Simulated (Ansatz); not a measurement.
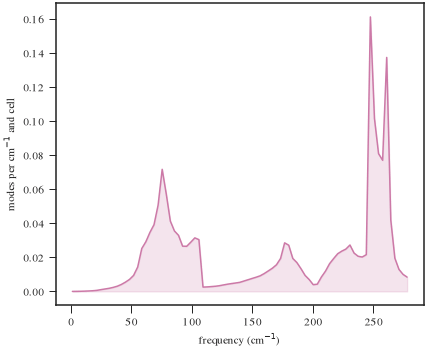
*Phonon density of states of GaAs in the zinc blende structure; finite displacements on a 6×6×6 mesh, DFT at the PBEsol level (Ansatz, a first-principles code), k mesh 6×6×6*

Dynamical quadrupoles are not included in the interpolation of the phonons between the solved wave vectors.

**Question.** Where is the tallest peak, and is there a gap in the spectrum?

**Answer.** The tallest peak lies near 250 cm⁻¹. No clear gap shows at this resolution.

The PAW data sets were generated under PBE and serve the other functionals too.
